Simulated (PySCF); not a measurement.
C2H9Sb, SMILES `CC.[SbH3]`.

Computed with PySCF, B3LYP/def2-SVPD, geometry: GFN2-xTB. Core potentials replace the inner electrons of Sb; spin–orbit coupling isn't included. GFN2-xTB bond lengths at metals and heavier atoms can be off by up to 0.1 Å and shapes distorted, which carries into these values.

Cartesian coordinates (Å):

```
C1      -3.1604   -0.7744    0.0003
C2      -3.4184    0.7246   -0.0002
H3      -2.1027   -0.9753    0.1666
H4      -3.7322   -1.2619    0.7870
H5      -3.4467   -1.2128   -0.9531
H6      -4.4712    0.9346   -0.1771
H7      -2.8361    1.2105   -0.7802
H8      -3.1372    1.1603    0.9561
Sb9      1.1504    0.0178   -0.0000
H10      0.2389   -0.5138    1.3138
H11      0.3396   -1.0935   -0.9734
H12     -0.0523    1.1446   -0.3385
```

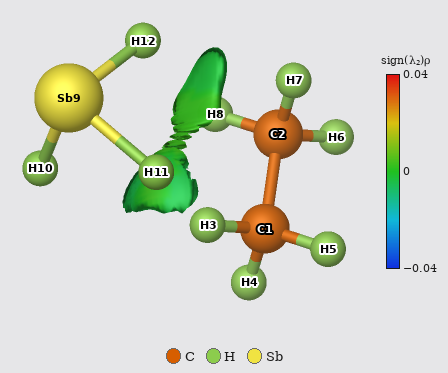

Non-covalent interaction surfaces between the fragments (reduced density gradient s = 0.5, coloured by sign(λ₂)ρ in a.u.; trimmed to the region between the fragments where ρ is under 0.06 a.u.). Fragment A: H6C2 (atoms 1–8); fragment B: SbH3.

### Which interactions hold the two fragments together?

Bond critical points between the fragments: H7···H12, H···H contact, 2.82 Å, ρ = 0.003 a.u.; H3···H10, H···H contact, 2.65 Å, ρ = 0.005 a.u., a bond path close to vanishing (ellipticity 3.4). All are weak and appear green (van der Waals range). Several contacts close a ring, whose ring point adds a part with positive λ₂ between them. The pose is a local one from a semi-empirical search, not shown to be the most stable.

### How strongly are they bound?

The counterpoise-corrected interaction energy of the frozen fragments is +0.8 kcal/mol without dispersion correction and −1.1 kcal/mol with D3(BJ). The pair geometry is semi-empirical, not a minimum at this level.
